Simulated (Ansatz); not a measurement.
A series of calculations on GaH₃OCl₂

### Relaxation

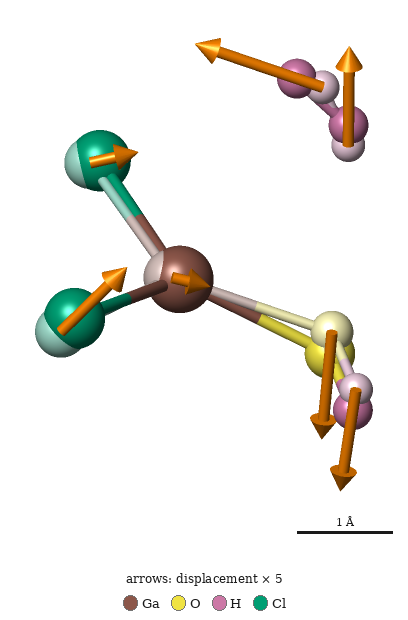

A relaxation of GaH3OCl2. The starting structure is drawn faded, the final one solid; orange arrows show the displacements, magnified 5 times. The two geometries are superimposed by the best rigid fit.

A ball-and-stick model, seen at a tilt.

The run prepares an end point of a later path (reaction) calculation, from a guessed geometry.

Level of theory: RKS PBE-D4/def2-SVP in Ansatz 0.2.0. (no spin polarisation; force threshold 0.03 eV/Å; at most 50 steps)

Question: Describe the change and its energy.

Answer: The energy falls by 0.086 eV in 8 accepted moves (9 points after the start). Largest force component: 1.5 eV/Å at the start, 0.019 eV/Å at the end. The line search rejected the trial step at point 2 of the run. The largest move after the best rigid fit is that of an H atom, 0.29 Å. By element the largest moves are H 0.29 Å, O 0.26 Å, Cl 0.21 Å, Ga 0.08 Å. Among the contacts that change: H–H 0.724 → 0.772 Å. The run took 18 s on 2 threads of Arm Neoverse V1, with other jobs on the host, peak memory 0.14 GiB.

Limits of the set-up: the start holds two separate molecules, 2.2 Å apart at their closest, whose relative position is a soft coordinate.

### Relaxation

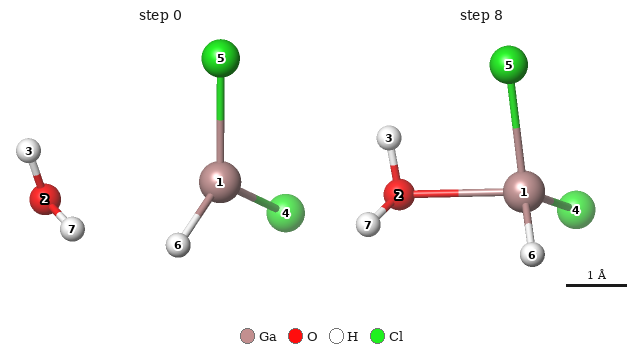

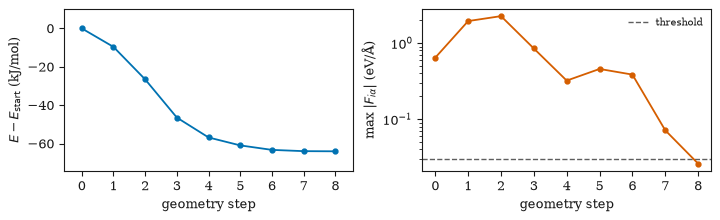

First and last geometry of a relaxation of GaH3OCl2, with the history of the run. A ball-and-stick model, seen at a tilt.

The run prepares an end point of a later path (reaction) calculation, from a guessed geometry.

Computed with RKS PBE-D4/def2-SVP (Ansatz 0.2.0).

Input
```yaml
crystal:
  periodic: [false, false, false]
  atoms:
    - { symbol: Ga, position_ang: [0.191489, 0.577937, -0.499198] }
    - { symbol: O, position_ang: [0.033125, 0.056089, 2.424025] }
    - { symbol: H, position_ang: [-0.924668, -0.128282, 2.490772] }
    - { symbol: Cl, position_ang: [1.90483, -0.323176, -1.431743] }
    - { symbol: Cl, position_ang: [-1.742607, -0.221099, -1.027792] }
    - { symbol: H, position_ang: [0.286776, 1.82813, 0.445797] }
    - { symbol: H, position_ang: [0.048855, 0.996, 2.103038] }
basis:
  gaussian: { orbitals: def2-SVP }
hamiltonian:
  xc: pbe
  dispersion: d4
relax:
  f_tol: 0.03
  max_steps: 50
```

Run as
```bash
ansatz run input.yaml --threads 2 --pin off --max-ram 3072MiB --backend cpu --events-out ev --progress --plain --runs-dir out
```

Question: Did the run converge, and what did it change?

Answer: It converged. After 8 geometry steps the energy has fallen by 64.0 kJ/mol. Largest force component: 0.64 eV/Å at the start, 0.026 eV/Å at the end. The atom that moves furthest after the best rigid fit is H3 (0.75 Å). By element the largest moves are H 0.75 Å, Cl 0.57 Å, O 0.56 Å, Ga 0.35 Å. Among the contacts that change: Ga1–O2 2.974 → 2.143 Å, Ga1–Cl5 2.158 → 2.213 Å, Ga1–Cl4 2.149 → 2.169 Å, O2–H7 0.993 → 0.978 Å. New bonds form, among them: Ga1–O2 (2.97 → 2.14 Å). Among the angles between lasting bonds that change: Cl4–Ga1–Cl5 116.9° → 113.5°, H3–O2–H7 102.5° → 105.6°. Cost: 16 s on 2 threads of Arm Neoverse V1 (shared host), peak memory 0.14 GiB.

### Path

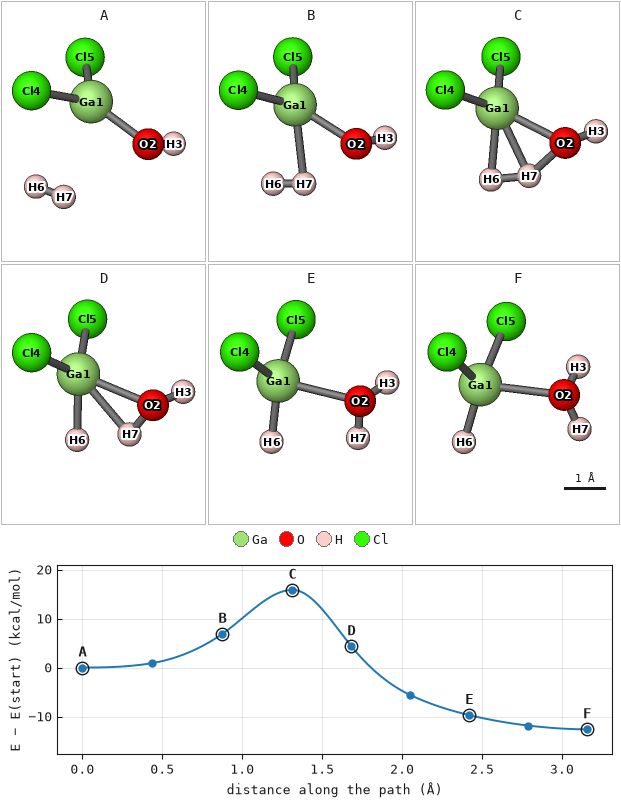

NEB run on GaH3OCl2, made up at the start of GaHOCl₂ and H$_{2}$. Images are numbered from 0 (start) to 8 (end). Frames A to F are images 0, 2, 3, 4, 6, 8. The picture is a ball-and-stick view, seen at a tilt.

Theory: Ansatz, RKS PBE-D4/def2-SVP. Run with 7 movable images; climbing image; force threshold 0.05 eV/Å; iteration limit 60; starting path through a guess of the saddle point.

> What happens along the path, and what is the barrier?

The energy climbs by 15.9 kcal/mol to image 3 and then falls by 28.5 kcal/mol, so the end point sits at −12.6 kcal/mol. Breaking: H6–H7 (0.77 → 1.00 at the top → 2.96 Å). Forming: Ga1–H6 (2.70 → 1.84 at the top → 1.56 Å), O2–H7 (2.70 → 1.36 at the top → 0.98 Å). The band is converged. At the top, the vibrational analysis gives one imaginary mode (1051i cm⁻¹), as a transition state must have.

Limits of the set-up: the start holds two separate molecules, 2.6 Å apart at their closest, whose relative position is a soft coordinate.
